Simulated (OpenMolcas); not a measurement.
# A workflow on C2H6Si (SMILES C[Si]C)

Aim: the energy (HF/ANO-RCC-MB), then the energy (CASSCF(2,2)/ANO-RCC-VDZP), then the energy along one coordinate (CASPT2(2,2)/ANO-RCC-VDZP), then the energy along one coordinate (SC-NEVPT2(2,2)/ANO-RCC-VDZP), then the energy along one coordinate (MC-PDFT[tPBE](2,2)/ANO-RCC-VDZP) of C2H6Si. 

The results are computed with OpenMolcas 26.06.

## Step 1: The structure to begin with

C2H6Si has 9 atoms, charge 0, and is taken as a singlet. As SMILES, `C[Si]C`. The shape is that of a PBE0-D4/def2-TZVP optimisation.

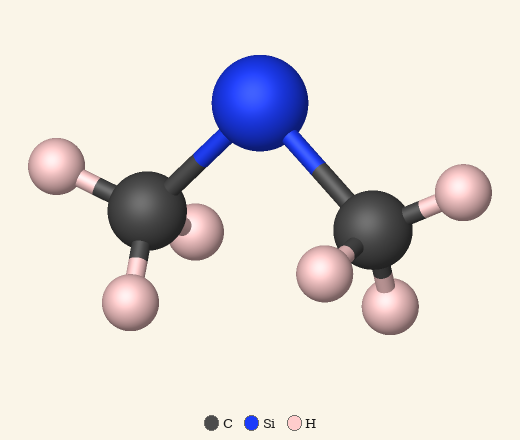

Viewed from a chosen angle; carbon dark grey, silicon blue, hydrogen pink.

## Step 2: A single-point energy at HF/ANO-RCC-MB (DKH2) (run 1)

The input, geom.xyz:

```xyz
9

C     -0.527400     1.047300    -0.805300
Si     0.896800    -0.199700    -0.912800
C      0.601900    -1.069400     0.746000
H     -1.430700     0.480400    -1.082200
H     -0.439700     1.875000    -1.511000
H     -0.703500     1.436700     0.202600
H     -0.455600    -1.193000     1.001000
H      1.117900    -2.026600     0.837300
H      1.028800    -0.397000     1.507100
```

The input, step1.input:

```
&gateway
coord = geom.xyz
basis = ANO-RCC-MB
group = NoSym
&seward
&scf
prorbitals = 0
&localisation
occupied
freeze
pipek-mezey
&localisation
fileorb = $Project.LocOrb
virtual
pipek-mezey
```

Command:

```console
$ export MOLCAS_MEM=1860
$ pymolcas step1.input > step1.log
```

Standard output:

```text
--- Start Module: gateway ---
[...]
--- Stop Module: gateway /rc=_RC_ALL_IS_WELL_ ---
[...]
      Basis functions           25
[...]
       Convergence after   9 Iterations
[...]
::    Total SCF energy                               -368.6222042618
[...]
      Total spin, S                                     0.0000000000
[...]
      Total electronic charge=   32.000000
      Total            charge=   -0.000000
[...]
      Dipole Moment (debye):
      Origin of the operator (angstrom)=    0.4325   -0.0978   -0.4358
                   X= -6.6619E-01               Y=  1.4594E-01               Z=  6.8331E-01           Total=  9.6541E-01
      Quadrupole Moment (debye*angstrom):
[...]
--- Start Module: localisation ---
[...]
--- Stop Module: localisation /rc=_RC_ALL_IS_WELL_ ---
--- Start Module: localisation ---
[...]
--- Stop Module: localisation /rc=_RC_ALL_IS_WELL_ ---
[...]
```

It took 1.9 s on 1 thread of Intel Xeon 6975P-C (Granite Rapids), shared host; peak memory 0.38 GiB.

## Step 3: A single-point energy at CASSCF(2,2)/ANO-RCC-VDZP (DKH2, RICD fitting) (run 2)

geom.xyz is that of step 2.

The input, step2.input:

```
&GATEWAY
Coord=geom.xyz
Basis=ANO-RCC-MB
Group=NoSym
&SEWARD
&RASSCF
FileOrb=$CurrDir/step1.LocOrb
Alter=2
1 15 16
1 17 19
Spin=1
Nactel=2 0 0
Inactive=15
Ras2=2
OrbListing=Nothing
>>> COPY $Project.RunFile RUNFIL1
>>> COPY $Project.RasOrb INPORB
&GATEWAY
Coord=geom.xyz
Basis=ANO-RCC-VDZP
Group=NoSym
RICD
&SEWARD
>>> COPY $Project.RunFile RUNFIL2
&EXPBAS
&RASSCF
FileOrb=$Project.ExpOrb
Spin=1
Nactel=2 0 0
Inactive=15
Ras2=2
OrbListing=Nothing
```

Command:

```console
$ export MOLCAS_MEM=1860
$ pymolcas step2.input > step2.log
```

Standard output:

```text
--- Start Module: gateway ---
[...]
--- Stop Module: gateway /rc=_RC_ALL_IS_WELL_ ---
[...]
      Basis functions           25
[...]
      Number of active orbitals                  2
[...]
      Spin quantum number                      0.0
[...]
      Active orbitals                            2
[...]
      Number of CSFs                             3
[...]
      Number of root(s) required                 1
[...]
      Convergence after 12 iterations
[...]
      printout of CI-coefficients larger than  0.05 for root  1
      energy=    -368.634208
      conf/sym  11     Coeff  Weight
             1  20   0.99415 0.98834
             3  02  -0.10798 0.01166
      Natural orbitals and occupation numbers for root  1
      sym 1:   1.976680   0.023320
      ************************************************************************************************************************
      *                                                    Final results                                                     *
[...]
::    RASSCF root number  1 Total energy:   -368.63420774
[...]
      Basis functions           76
[...]
--- Start Module: expbas ---
[...]
--- Stop Module: expbas /rc=_RC_ALL_IS_WELL_ ---
--- Start Module: rasscf ---
[...]
      Convergence after 14 iterations
[...]
      Natural orbitals and occupation numbers for root  1
      sym 1:   1.983408   0.016592
      ************************************************************************************************************************
      *                                                    Final results                                                     *
[...]
::    RASSCF root number  1 Total energy:   -368.79488968
[...]
      Total electronic charge=   32.000000
      Total            charge=   -0.000000
[...]
      Dipole Moment (debye):
      Origin of the operator (angstrom)=    0.4325   -0.0978   -0.4358
                   X= -9.9993E-01               Y=  2.6461E-01               Z=  9.6583E-01           Total=  1.4152E+00
      Quadrupole Moment (debye*angstrom):
[...]
--- Stop Module: rasscf /rc=_RC_ALL_IS_WELL_ ---
[...]
```

Wall time 5.4 s (1 thread of Intel Xeon 6975P-C (Granite Rapids), shared host); peak memory 0.38 GiB.

## Step 4: The energy along one coordinate at CASPT2(2,2)/ANO-RCC-VDZP (DKH2, RICD fitting, ipea shift 0.25 Eh, pt2 variant SS) (run 3)

The input, step3.inp:

```
>>> COPY $CurrDir/step2.RasOrb $Project.RasOrb
>>> ForEach K in (1, 2, 3, 4, 5, 6, 7, 8, 9)

&GATEWAY
 Coord=$CurrDir/point$K.xyz
 Basis=ANO-RCC-VDZP
 Group=NoSym
 RICD

&SEWARD

&RASSCF
 FileOrb=$Project.RasOrb
 Spin=1
 Nactel=2 0 0
 Inactive=15
 Ras2=2
 OrbListing=Nothing

&CASPT2
 Imaginary=0.2
 Frozen=7
>>> EndDo
```

Command:

```console
$ export MOLCAS_MEM=1860
$ pymolcas step3.inp > step3.log
```

Standard output:

```text
[...]
      Basis functions           76
[...]
      Number of active orbitals                  2
[...]
      Spin quantum number                      0.0
[...]
      Active orbitals                            2
[...]
      Number of CSFs                             3
[...]
      Number of root(s) required                 1
[...]
      Convergence after 12 iterations
[...]
      printout of CI-coefficients larger than  0.05 for root  1
      energy=    -368.773951
      conf/sym  11     Coeff  Weight
             1  20   0.99738 0.99477
             3  02  -0.07235 0.00523
      Natural orbitals and occupation numbers for root  1
      sym 1:   1.989530   0.010470
      ************************************************************************************************************************
      *                                                    Final results                                                     *
[...]
::    RASSCF root number  1 Total energy:   -368.77395078
[...]
      E2 (Variational):          -0.3771566982
[...]
::    CASPT2 Root  1     Total energy:   -369.15110748
[...]
      Convergence after 11 iterations
[...]
      Natural orbitals and occupation numbers for root  1
      sym 1:   1.983410   0.016590
      ************************************************************************************************************************
      *                                                    Final results                                                     *
[...]
      Convergence after 19 iterations
[...]
      Natural orbitals and occupation numbers for root  1
      sym 1:   1.689216   0.310784
      ************************************************************************************************************************
      *                                                    Final results                                                     *
[...]
      Convergence after 22 iterations
[...]
      Natural orbitals and occupation numbers for root  1
      sym 1:   1.417622   0.582378
      ************************************************************************************************************************
      *                                                    Final results                                                     *
[...]
      Convergence after 24 iterations
[...]
      Natural orbitals and occupation numbers for root  1
      sym 1:   1.173574   0.826426
      ************************************************************************************************************************
      *                                                    Final results                                                     *
[...]
::    RASSCF root number  1 Total energy:   -368.68664527
[...]
::    CASPT2 Root  1     Total energy:   -369.04287640
[...]
      Convergence after 25 iterations
[...]
      Natural orbitals and occupation numbers for root  1
      sym 1:   1.042113   0.957887
      ************************************************************************************************************************
      *                                                    Final results                                                     *
[...]
::    RASSCF root number  1 Total energy:   -368.68589669
[...]
      Dipole Moment (debye):
      Origin of the operator (angstrom)=   -0.3050    0.5479   -0.3801
                   X= -6.9223E-01               Y= -2.1416E-01               Z=  1.0285E+00           Total=  1.2581E+00
      Quadrupole Moment (debye*angstrom):
[...]
      E2 (Variational):          -0.3552173385
      Total energy:            -369.0411140300
[...]
      Reference weight:           0.87363
[...]
::    CASPT2 Root  1     Total energy:   -369.04111403
[...]
```

Wall time 35 s (1 thread of Intel Xeon 6975P-C (Granite Rapids), shared host); peak memory 0.081 GiB.

The scan, from its lowest point:

| Si2–C1 (Å) | energy (kJ/mol) |
| --- | --- |
| 1.706 | 46.9 |
| 1.896 | 0.0 |
| 2.086 | 16.6 |
| 2.370 | 82.5 |
| 2.749 | 176.9 |
| 3.223 | 261.9 |
| 3.792 | 312.1 |
| 4.550 | 331.0 |
| 5.688 | 335.6 |

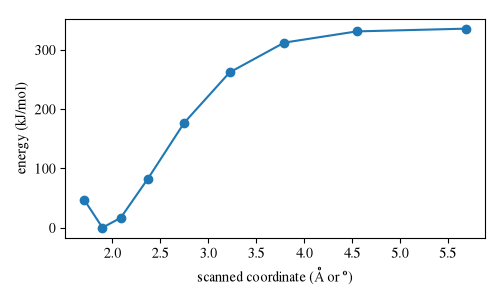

Energy along the scan.

## Step 5: An energy scan at SC-NEVPT2(2,2)/ANO-RCC-VDZP (DKH2, RICD fitting, pt2 variant SC-NEVPT2) (run 4)

The input, step4.inp:

```
* C2H6Si NEVPT2
>>> COPY $CurrDir/step2.RasOrb $Project.RasOrb
>>> ForEach K in (1, 2, 3, 4, 5, 6, 7, 8, 9)

&GATEWAY
  COORD = $CurrDir/point$K.xyz
  BASIS = ANO-RCC-VDZP
  GROUP = NoSym
  RICD

&SEWARD

&RASSCF
  FILEORB = $Project.RasOrb
  SPIN = 1
  NACTEL = 2 0 0
  INACTIVE = 15
  RAS2 = 2
  ORBLISTING = Nothing

&CASPT2
  SC-NEVPT2
  FROZEN = 7
>>> EndDo
```

Command:

```console
$ export MOLCAS_MEM=1860
$ pymolcas step4.inp > step4.log
```

Standard output:

```text
--- Start Module: gateway ---
[...]
--- Stop Module: gateway /rc=_RC_ALL_IS_WELL_ ---
[...]
      Basis functions           76
[...]
      Number of active orbitals                  2
[...]
      Spin quantum number                      0.0
[...]
      Active orbitals                            2
[...]
      Number of CSFs                             3
[...]
      Number of root(s) required                 1
[...]
      Convergence after 12 iterations
[...]
      printout of CI-coefficients larger than  0.05 for root  1
      energy=    -368.773951
      conf/sym  11     Coeff  Weight
             1  20   0.99738 0.99477
             3  02  -0.07235 0.00523
      Natural orbitals and occupation numbers for root  1
      sym 1:   1.989530   0.010470
      ************************************************************************************************************************
      *                                                    Final results                                                     *
[...]
::    RASSCF root number  1 Total energy:   -368.77395078
[...]
      E2 (Variational):          -0.3732000642
[...]
::    SC-NEVPT2 Root  1     Total energy:   -369.14706278
[...]
      Convergence after 11 iterations
[...]
      Natural orbitals and occupation numbers for root  1
      sym 1:   1.983410   0.016590
      ************************************************************************************************************************
      *                                                    Final results                                                     *
[...]
      Convergence after 19 iterations
[...]
      Natural orbitals and occupation numbers for root  1
      sym 1:   1.689216   0.310784
      ************************************************************************************************************************
      *                                                    Final results                                                     *
[...]
      Convergence after 22 iterations
[...]
      Natural orbitals and occupation numbers for root  1
      sym 1:   1.417622   0.582378
      ************************************************************************************************************************
      *                                                    Final results                                                     *
[...]
      Convergence after 24 iterations
[...]
      Natural orbitals and occupation numbers for root  1
      sym 1:   1.173574   0.826426
      ************************************************************************************************************************
      *                                                    Final results                                                     *
[...]
::    RASSCF root number  1 Total energy:   -368.68664527
[...]
::    SC-NEVPT2 Root  1     Total energy:   -369.04114779
[...]
--- Start Module: rasscf ---
[...]
      Convergence after 25 iterations
[...]
      Natural orbitals and occupation numbers for root  1
      sym 1:   1.042113   0.957887
      ************************************************************************************************************************
      *                                                    Final results                                                     *
[...]
::    RASSCF root number  1 Total energy:   -368.68589669
[...]
      Total electronic charge=   32.000000
      Total            charge=   -0.000000
[...]
--- Stop Module: rasscf /rc=_RC_ALL_IS_WELL_ ---
[...]
      E2 (Variational):          -0.3538611758
      Total energy:            -369.0397578673
[...]
      Reference weight:           0.87098
[...]
::    SC-NEVPT2 Root  1     Total energy:   -369.03975787
[...]
```

Wall time 33 s (1 thread of Intel Xeon 6975P-C (Granite Rapids), shared host); peak memory 0.081 GiB.

The scan, from its lowest point:

| Si2–C1 (Å) | energy (kJ/mol) |
| --- | --- |
| 1.706 | 49.4 |
| 1.896 | 0.0 |
| 2.086 | 14.0 |
| 2.370 | 77.2 |
| 2.749 | 170.6 |
| 3.223 | 257.3 |
| 3.792 | 308.5 |
| 4.550 | 327.4 |
| 5.688 | 331.1 |

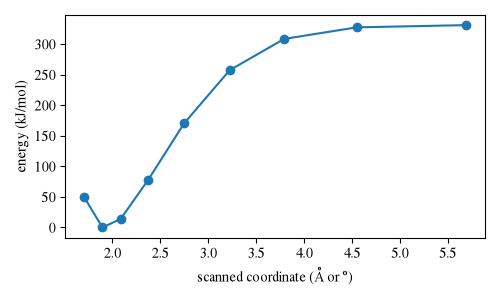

Energy along the scan.

## Step 6: An energy scan at MC-PDFT[tPBE](2,2)/ANO-RCC-VDZP (DKH2, RICD fitting) (run 5)

The input, step5.input:

```
* C2H6Si MC-PDFT
>>> COPY $CurrDir/step2.RasOrb $Project.RasOrb
>>> ForEach K in (1, 2, 3, 4, 5, 6, 7, 8, 9)

&GATEWAY
 Coord = $CurrDir/point$K.xyz
 Basis = ANO-RCC-VDZP
 Group = NoSym
 RICD

&SEWARD

&RASSCF
 FileOrb = $Project.RasOrb
 Spin = 1
 Nactel = 2 0 0
 Inactive = 15
 Ras2 = 2
 OrbListing = Nothing

&MCPDFT
 KSDFT = T:PBE
>>> EndDo
```

Command:

```console
$ export MOLCAS_MEM=1860
$ pymolcas step5.input > step5.log
```

Standard output:

```text
--- Start Module: gateway ---
[...]
--- Stop Module: gateway /rc=_RC_ALL_IS_WELL_ ---
[...]
      Basis functions           76
[...]
      Number of active orbitals                  2
[...]
      Spin quantum number                      0.0
[...]
      Active orbitals                            2
[...]
      Number of CSFs                             3
[...]
      Number of root(s) required                 1
[...]
      Convergence after 12 iterations
[...]
      printout of CI-coefficients larger than  0.05 for root  1
      energy=    -368.773951
      conf/sym  11     Coeff  Weight
             1  20   0.99738 0.99477
             3  02  -0.07235 0.00523
      Natural orbitals and occupation numbers for root  1
      sym 1:   1.989530   0.010470
      ************************************************************************************************************************
      *                                                    Final results                                                     *
[...]
::    RASSCF root number  1 Total energy:   -368.77395078
[...]
::    MCPDFT root number  1 Total energy:   -369.63232186
[...]
      Convergence after 11 iterations
[...]
      Natural orbitals and occupation numbers for root  1
      sym 1:   1.983410   0.016590
      ************************************************************************************************************************
      *                                                    Final results                                                     *
[...]
      Convergence after 19 iterations
[...]
      Natural orbitals and occupation numbers for root  1
      sym 1:   1.689216   0.310784
      ************************************************************************************************************************
      *                                                    Final results                                                     *
[...]
      Convergence after 22 iterations
[...]
      Natural orbitals and occupation numbers for root  1
      sym 1:   1.417622   0.582378
      ************************************************************************************************************************
      *                                                    Final results                                                     *
[...]
      Convergence after 24 iterations
[...]
      Natural orbitals and occupation numbers for root  1
      sym 1:   1.173574   0.826426
      ************************************************************************************************************************
      *                                                    Final results                                                     *
[...]
::    RASSCF root number  1 Total energy:   -368.68664527
[...]
::    MCPDFT root number  1 Total energy:   -369.51296111
[...]
      Convergence after 25 iterations
[...]
      Natural orbitals and occupation numbers for root  1
      sym 1:   1.042113   0.957887
      ************************************************************************************************************************
      *                                                    Final results                                                     *
[...]
::    RASSCF root number  1 Total energy:   -368.68589669
[...]
      Total electronic charge=   32.000000
      Total            charge=   -0.000000
[...]
      Dipole Moment (debye):
      Origin of the operator (angstrom)=   -0.3050    0.5479   -0.3801
                   X= -6.9223E-01               Y= -2.1416E-01               Z=  1.0285E+00           Total=  1.2581E+00
      Quadrupole Moment (debye*angstrom):
[...]
::    MCPDFT root number  1 Total energy:   -369.51156104
[...]
```

Run time: 41 s. Hardware: 1 thread of Intel Xeon 6975P-C (Granite Rapids), shared host; peak memory 0.081 GiB.

The scan, from its lowest point:

| Si2–C1 (Å) | energy (kJ/mol) |
| --- | --- |
| 1.706 | 43.4 |
| 1.896 | 0.0 |
| 2.086 | 17.4 |
| 2.370 | 83.3 |
| 2.749 | 179.6 |
| 3.223 | 272.8 |
| 3.792 | 333.4 |
| 4.550 | 356.8 |
| 5.688 | 360.5 |

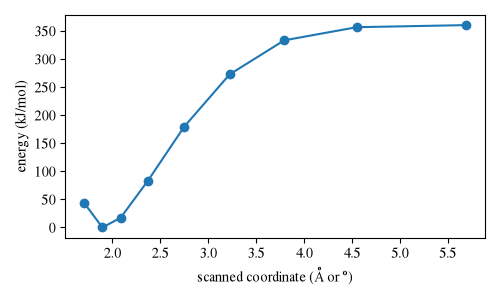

Energy along the scan.

## Step 7: What came out

| quantity | value |
| --- | --- |
| run 1, HF/ANO-RCC-MB: total energy | -368.62220 Eh |
| run 1, HF/ANO-RCC-MB: dipole moment | 0.97 D |
| run 1, HF/ANO-RCC-MB: HOMO energy | -8.68 eV |
| run 1, HF/ANO-RCC-MB: LUMO energy | 1.24 eV |
| run 1, HF/ANO-RCC-MB: HOMO–LUMO gap | 9.93 eV |
| run 2, CASSCF(2,2)/ANO-RCC-VDZP: total energy | -368.79489 Eh |
| run 2, CASSCF(2,2)/ANO-RCC-VDZP: dipole moment (CASSCF density) | 1.42 D |
| run 3, CASPT2(2,2)/ANO-RCC-VDZP: lowest energy of the scan | -369.16895 Eh |
| run 4, SC-NEVPT2(2,2)/ANO-RCC-VDZP: lowest energy of the scan | -369.16586 Eh |
| run 5, MC-PDFT[tPBE](2,2)/ANO-RCC-VDZP: lowest energy of the scan | -369.64887 Eh |

**Reading.** Mulliken charges (run 1, HF/ANO-RCC-MB) run from -0.74 on C1 to +0.64 on Si2. Mulliken charges (run 2, CASSCF(2,2)/ANO-RCC-VDZP) run from -0.06 on H9 to +0.35 on Si2; they depend strongly on the basis.
